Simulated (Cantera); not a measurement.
Charge: 1 mol Na₂SO₄, 5.6 mol H₂, held at 750 Torr.

Method: chemical equilibrium by Gibbs-energy minimisation in Cantera with the NASA 1993 tables (ideal gas, pure condensed phases). Candidate condensed phases: H₂O, H₂SO₄, Na, NaOH, NaO₂, Na₂O, Na₂O₂, Na₂S, Na₂SO₄, S; 27 gas species. Gases not in the tables: S₃ to S₇. The numbers say what is thermodynamically allowed, not how fast it happens.

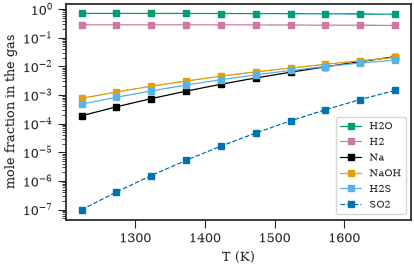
Fig. 1. Equilibrium gas composition (values under 1e-9 drawn at 1e-9)

Read off the mole fractions at 1323 K.

H₂O about 0.71, H₂ about 0.28, NaOH about 0.0020, H₂S about 0.0014, Na about 0.00075, SO₂ about 1.5e-6.
